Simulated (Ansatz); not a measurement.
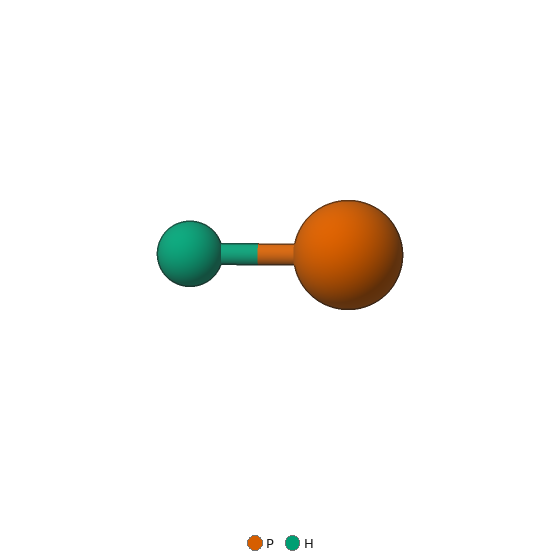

The molecule: PH, triplet.

Hartree-Fock orbital energies near the frontier (alpha spin), HF/def2-TZVPP, the Ansatz code 0.2.0, at a PBE0-D4/def2-TZVP geometry (a minimum by its frequencies), isolated molecule; empty levels in grey, levels within 0.03 eV side by side.

Q: Where do the highest filled and lowest empty alpha orbitals lie?

A: HOMO at −10.49 eV, LUMO at 3.90 eV, 14.39 eV apart.

Q: And the beta frontier levels?

A: Beta HOMO −11.83 eV, beta LUMO 1.25 eV.

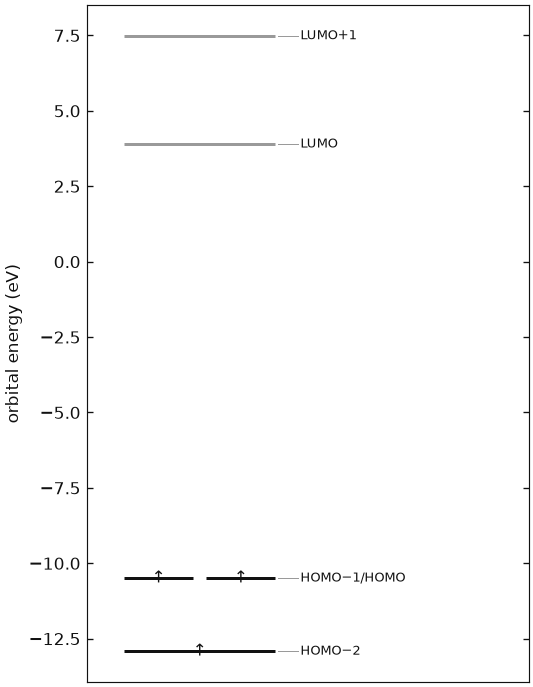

Note: other spin states weren't compared here; empty levels above zero depend strongly on the basis.
